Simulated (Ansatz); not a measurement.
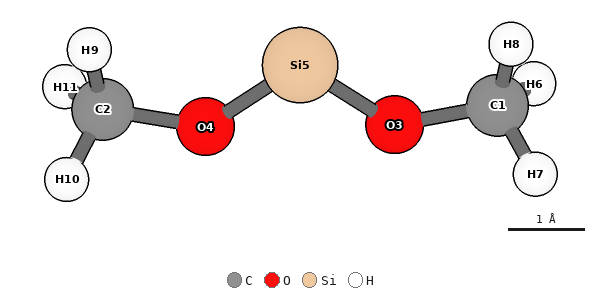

Fig. 1: The structure as given in the input (ball-and-stick view, seen at a tilt; atoms are numbered from 1 in the order of the input). Bond lengths as drawn: C–H 1.10 to 1.11 Å, C–O 1.40 Å and O–Si 1.67 Å.

## Two runs on C₂H₆O₂Si

System: C₂H₆O₂Si.
Method of the first run: RHF/def2-TZVP (Ansatz 0.2.0).

The geometry comes from this level: PBE0-D4/def2-SVP. Text and figures count atoms from 1; the logs count them from 0 in places.

Input file, the first run:
```yaml
crystal:
  periodic: [false, false, false]
  atoms:
    - {symbol: C, position_ang: [2.609928, -0.127793, 0.040861]}
    - {symbol: C, position_ang: [-2.612905, 0.043062, 0.024943]}
    - {symbol: O, position_ang: [1.240458, -0.344663, 0.238441]}
    - {symbol: O, position_ang: [-1.261789, -0.262835, 0.230781]}
    - {symbol: Si, position_ang: [0.019751, 0.564061, -0.437714]}
    - {symbol: H, position_ang: [3.075222, -1.031448, -0.385303]}
    - {symbol: H, position_ang: [3.100633, 0.082750, 1.005110]}
    - {symbol: H, position_ang: [2.817788, 0.718587, -0.641106]}
    - {symbol: H, position_ang: [-2.760204, 0.916233, -0.638809]}
    - {symbol: H, position_ang: [-3.099558, 0.261760, 0.989424]}
    - {symbol: H, position_ang: [-3.129305, -0.819704, -0.426628]}
basis:
  gaussian: {orbitals: def2-TZVP, initial_orbitals: start.molden}
hamiltonian: {xc: hf}
scf: {omitted_lower_state_checks: [starts]}
output: {orbitals: {seedname: orbitals}}
```

Command:
```bash
ansatz run in.yaml --threads 2 --pin off --events-out ev --progress --plain --max-ram 4352MiB
```

Hardware: 2 threads of Intel Xeon @ 2.50GHz, 15 GiB of memory available, shared host.

Output (the first run):
```
Functional definition: HF
  exchange = exact_x
  correlation = 0
these checks for a lower state are left out or cut short: starts
1402 factors; their error is unknown
mean field evaluation 1: about -14095.1997 eV, gradient 3.0e1 eV
mean field evaluation 2: about -14096.0827 eV, gradient 1.0e0 eV
mean field evaluation 4: about -14096.3104 eV, gradient 5.8e-1 eV
mean field -14096.31066276 eV, -518.0298620339 hartree, gradient 1.1e-5 eV, S^2 0.000000; 0 other end points of the search recorded, 0 dependent functions left out
reference -14096.31066276 eV, -518.0298620339 hartree; 24, 24 occupied and 173, 173 virtual orbitals, 1402 factors
Total energy: -14096.31066276 eV, -518.0298620339 hartree
Checks for a lower state left out: starts
```

The input of the second run differs as follows (lines with − go, lines with + come):
```diff
-  gaussian: {orbitals: def2-TZVP, initial_orbitals: start.molden}
+  gaussian: {orbitals: STO-3G}
```

What does this change do to the results?

The total energy of the second run is 4031.4 kcal/mol higher, which measures the change of basis and not a stability. The HOMO goes from −9.48 to −6.12 eV. The LUMO goes from 1.87 to 7.29 eV. The basis functions go from 197 to 35.

Output (the second run):
```
Functional definition: HF
  exchange = exact_x
  correlation = 0
these checks for a lower state are left out or cut short: starts
471 factors; integrals over basis functions are off by at most 2.9e-5 eV
mean field evaluation 1: about -13918.3904 eV, gradient 2.9e1 eV
mean field evaluation 2: about -13918.6276 eV, gradient 2.9e1 eV
mean field evaluation 4: about -13921.4772 eV, gradient 1.8e0 eV
mean field evaluation 8: about -13921.4912 eV, gradient 4.0e-2 eV
mean field -13921.49123286 eV, -511.6053664821 hartree, gradient 7.8e-6 eV, S^2 0.000000; 0 other end points of the search recorded, 0 dependent functions left out
reference -13921.49123286 eV, -511.6053664821 hartree; 24, 24 occupied and 11, 11 virtual orbitals, 471 factors
Total energy: -13921.49123286 eV, -511.6053664821 hartree
Checks for a lower state left out: starts
```

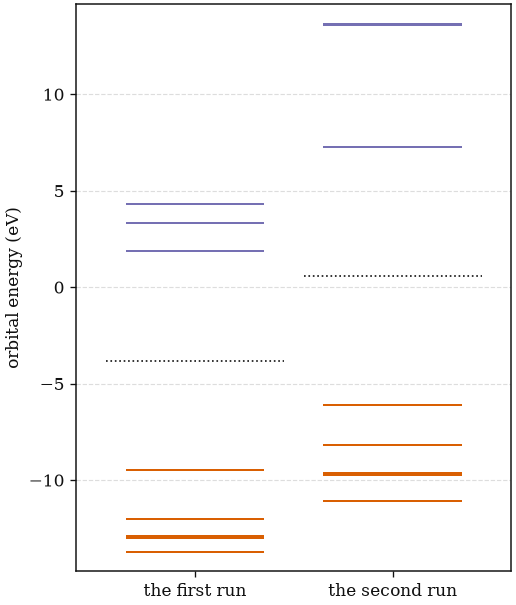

Fig. 2: The five highest filled and three lowest empty orbital energies of the two runs; the dotted lines part filled from empty levels. The HOMO–LUMO gap is 11.35 eV in the first run and 13.41 eV in the second run.

The two runs side by side:

```csv
quantity,the first run,the second run
outcome,converged,converged
total energy (hartree),−518.029862,−511.605366
HOMO (eV),−9.48,−6.12
LUMO (eV),1.87,7.29
basis functions,197,35
```
